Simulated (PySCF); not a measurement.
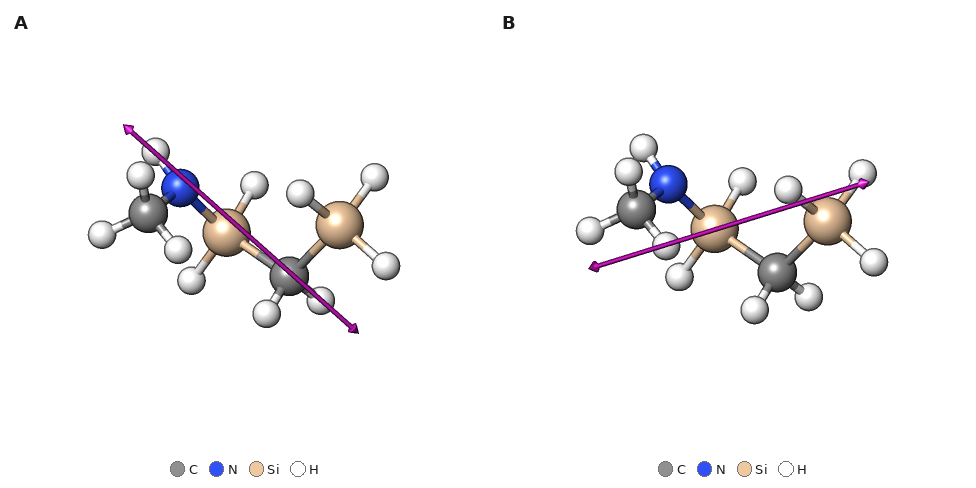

The double arrows show the directions of two transition dipoles from the ground state (lengths mean nothing). The geometry was computed by an optimisation with GFN2-xTB. No frequency run is at hand to confirm it as a minimum. Properties computed with TDDFT CAM-B3LYP/def2-SVPD, vertical, gas phase, core orbitals frozen in the response (PySCF 2.14.0).

Question: One belongs to singlet state 4 and one to singlet state 5. Which is which?

Answer: A: state 4, 7.42 eV (167 nm), oscillator strength 0.027, mainly HOMO → LUMO+3 (weight 0.69).
B: state 5, 7.57 eV (164 nm), oscillator strength 0.034, of mixed character, with the largest part HOMO → LUMO+8 (weight 0.42).

The geometry is semi-empirical. Around Si such bond lengths and angles can be off by a tenth of an ångström or more and by several degrees, and values that hang on the shape move with them.
